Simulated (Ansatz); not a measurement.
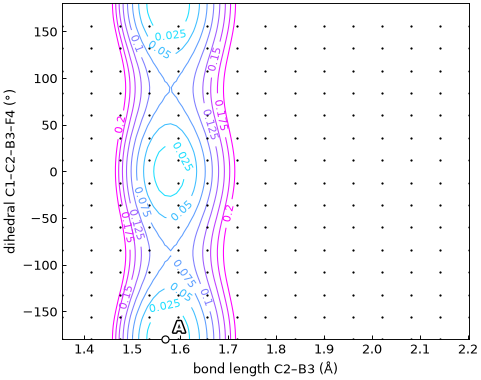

C₂H₅BF, SMILES CC[B]F, spin multiplicity 2. 
- Coordinates scanned: (1) bond length C2–B3; (2) dihedral C1–C2–B3–F4.
- Nothing is relaxed (all other coordinates rigid).
- Grid: 15 × 15 points.
- Points are written as (first, second).
- Energies are in eV, from the relaxed molecule at the same level.
- Level of theory: Ansatz 0.2.0, UHF/def2-SVP.

Drawn: contour lines labelled in eV (none above 0.2), dots at the grid points, the point A. Between grid points the surface is interpolated.

Find the lowest pass out of the well at A.

Answer. The easiest path leads from the well at about (1.57 Å, −180°) to the well at about (1.58 Å, 0°), about 0.012 eV higher (on a rigid scan; wells that are mirror images or exchange like atoms can differ by this much). Its highest point lies about 0.075 eV above the bottom of the first well on the interpolated surface, at about (1.58 Å, −85°). Seen from the upper well the barrier is about 0.063 eV. The start is the relaxed structure and all else is held, so a fully relaxed path at this level can only be lower.

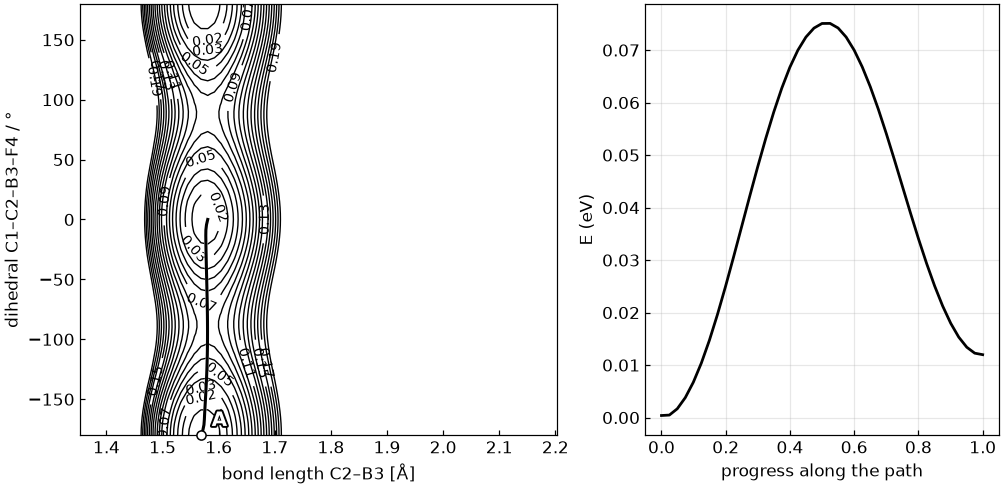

In the figure: contour lines labelled in eV (none above 0.19), a line along the lowest path, the energy along the path at the right. Between grid points the surface is interpolated.
